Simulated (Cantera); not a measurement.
Input: 1 mol PbO, 0.37 mol CO, 11 mol N2, equilibrated at 0.0825 Torr.

Equilibrium computed with Cantera from the NASA thermochemical tables; the gas is ideal and each condensed phase is pure. Candidate condensed phases: C, Pb, PbO, PbO2, Pb3O4; 27 gas species. The numbers say what is thermodynamically allowed, not how fast it happens.

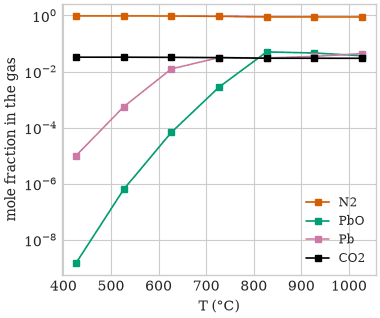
Figure: Equilibrium gas composition (values under 1e-9 drawn at 1e-9)

Task: Read off the mole fractions at 627 °C.

Result: N2 about 0.96, CO2 about 0.032, Pb about 0.012, PbO about 6.8e-5.
